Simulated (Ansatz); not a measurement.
Consider GaP in the zinc blende structure (space group F-43m, No. 216; a = 5.3914 Å). Axes: x, y, z lie along the cube axes.

One thing is altered: biaxial strain −0.42 %, plane normal [111], relaxed out of plane (Cartesian); in-plane vectors clamped, the third vector and the atoms free.

Calculations: Ansatz (an electronic-structure program) LDA, scalar-relativistic without spin-orbit coupling.

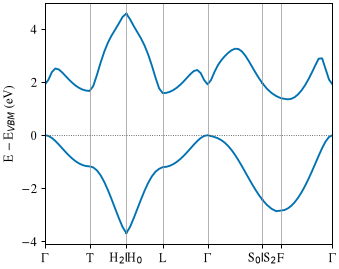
Figure: Highest valence and lowest conduction band along the path of the changed cell's own zone

Problem. From the figure, how large is the changed gap, and is it direct?

Solution. About 1.4 eV, indirect, Γ → F–Γ (13 % along).

Gaps are read on the SCF mesh and a high-symmetry path. No phonon test of stability was made. k-point labels follow each cell's own Brillouin zone.
